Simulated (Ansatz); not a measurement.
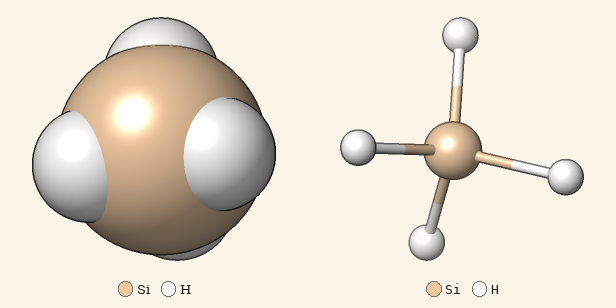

The same structure drawn twice, from different directions.

What is the molecular formula?

Answer. SiH4, 5 atoms: 1 silicon and 4 hydrogen.

How many bonds of each kind are drawn?

Answer. 4 Si–H. Sticks follow a distance rule.

Which point group does it belong to?

Answer. Td.

The parts below concern this one geometry. Atoms keep their numbers from picture to picture. Computed geometry: PBE0-D4/def2-TZVP optimisation.

**Shape**

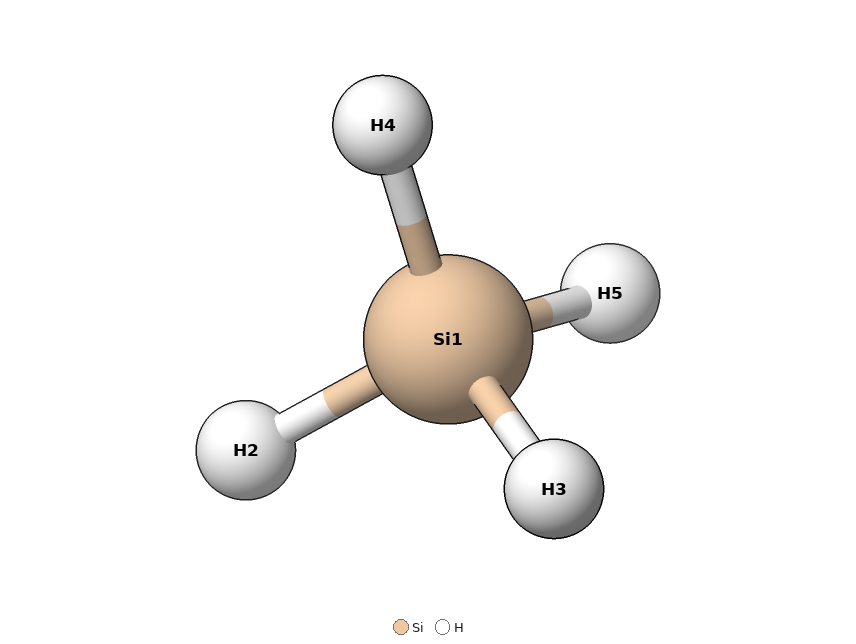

Numbered structure.

What are the angles H2–Si1–H3?

```json
{"angle": "H2–Si1–H3", "degrees": "109.5"}
```

**Charges**

The questions are on Mulliken charges. Level of theory: RKS PBE0-D4/def2-TZVP (Ansatz 0.2.0).

List the Mulliken charges.

```json
{"atom": "Si1", "value (e)": "0.07"}
{"atom": "H2", "value (e)": "−0.02"}
{"atom": "H3", "value (e)": "−0.02"}
{"atom": "H4", "value (e)": "−0.02"}
{"atom": "H5", "value (e)": "−0.02"}
```

**Vibrations**

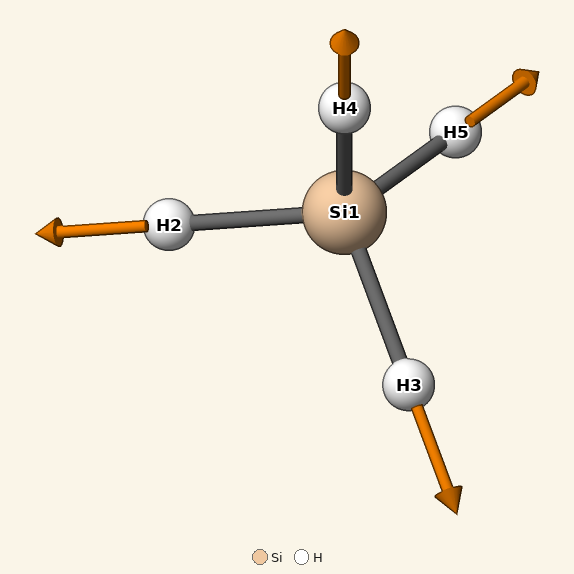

The arrows show one normal mode. Harmonic vibrations computed with RKS PBE0-D4/def2-TZVP (Ansatz 0.2.0) at a stationary point of the same level.

What kind of motion is it?

Answer. Mostly in-phase stretching of 4 Si–H bonds.

Estimate its harmonic wavenumber.

Answer. 2235 cm⁻¹; it is mode 6 of 9 counted from the lowest.

**Thermal motion**

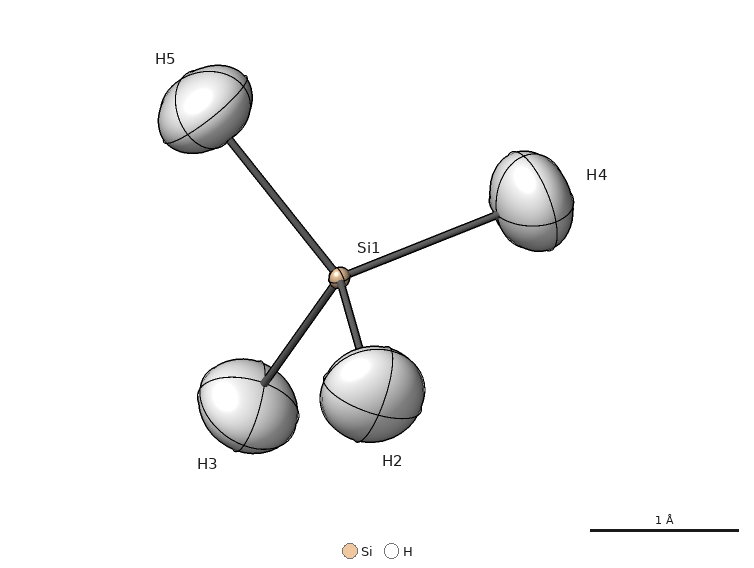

Displacement ellipsoids at the 50 % level, enlarged 2 times, from the internal vibrations of the free molecule (harmonic, no overall translation or rotation; no half-axis is drawn under 0.075 Å). Vibrations computed with RKS PBE0-D4/def2-TZVP (Ansatz 0.2.0). Temperature: 600 K.

Which atom has the largest mean-square displacement?

Answer. H2, H3, H4, H5, with U_eq = 0.0112 Å².

Does H3 move more along its bond or across it?

Answer. Across it: the root-mean-square amplitude is 0.085 Å along the bond and up to 0.115 Å across, since bending and torsion are softer than stretching.

Give the displacement parameters, one line for each set of equivalent atoms.

| atom | U_eq (Å²) | rms amplitudes (Å) |
| --- | --- | --- |
| Si1 | 0.00008 | 0.009, 0.009, 0.009 |
| H2, H3, H4, H5 | 0.0112 | 0.085, 0.115, 0.115 |

Mulliken values depend strongly on the basis set and can even reverse the polarity of a bond.
